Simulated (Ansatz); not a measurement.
The calculation's input:

```
crystal:
  periodic: [false, false, false]
  atoms:
    - { symbol: Ga, position_ang: [0.0, 0.0, 0.0] }
    - { symbol: H, position_ang: [0.0, 0.0, 1.57] }
    - { symbol: H, position_ang: [1.3596, 0.0, -0.785] }
    - { symbol: C, position_ang: [-1.7147, 0.0, -0.99] }
    - { symbol: H, position_ang: [-2.2748, -0.9305, -0.7608] }
    - { symbol: H, position_ang: [-2.3188, 0.8797, -0.6846] }
    - { symbol: C, position_ang: [-1.4385, 0.0696, -2.4831] }
    - { symbol: H, position_ang: [-2.3553, -0.2101, -3.0429] }
    - { symbol: H, position_ang: [-1.1392, 1.1028, -2.7568] }
    - { symbol: H, position_ang: [-0.619, -0.6331, -2.7415] }
basis:
  gaussian: { orbitals: def2-SVP }
hamiltonian:
  xc: r2scan
  dispersion: d4
relax:
  f_tol: 0.02
  max_steps: 40
output:
  orbitals: {}
```

Run with:

```sh
ansatz run input.yaml --threads 4 --pin off --max-ram 5120MiB --backend cpu --events-out ev --progress --plain --runs-dir out
```

The fields are those of the run's last geometry, not of the input's.

All numbers below come from RKS r2SCAN-D4/def2-SVP in Ansatz.

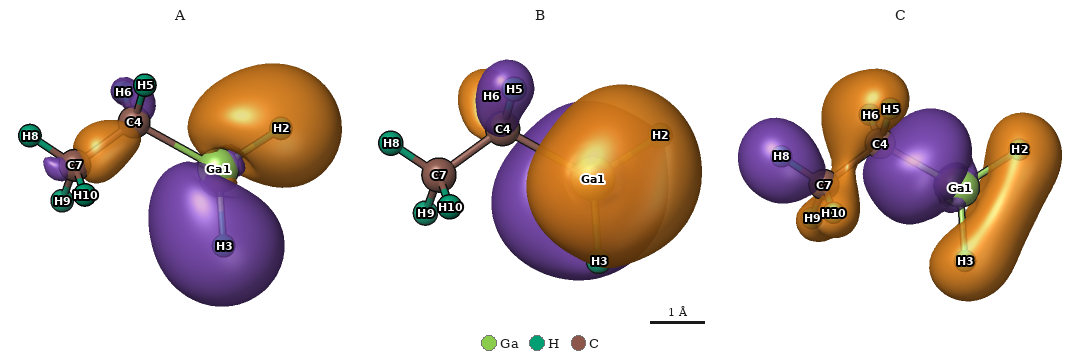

C2H7Ga. Three frontier orbitals at ±0.08 Å⁻³ᐟ² (orange and purple are the two phases), in no order.

Which picture is the HOMO−1, the HOMO and the LUMO?

A is the HOMO−1 (−7.27 eV). By Hirshfeld shares it lies mainly on Ga1 (about 35 %), H2 (about 30 %) and H3 (about 30 %). C is the HOMO (−6.55 eV). It lies mainly on C4 (about 35 %), Ga1 (about 25 %), C7 (about 10 %), H3 (about 5 %), H2 (about 5 %) and H8 (about 5 %). B is the LUMO (−1.85 eV). Its weight (Hirshfeld) is mainly on Ga1 (about 80 %).

What is the HOMO–LUMO gap?

4.70 eV between the orbital energies.
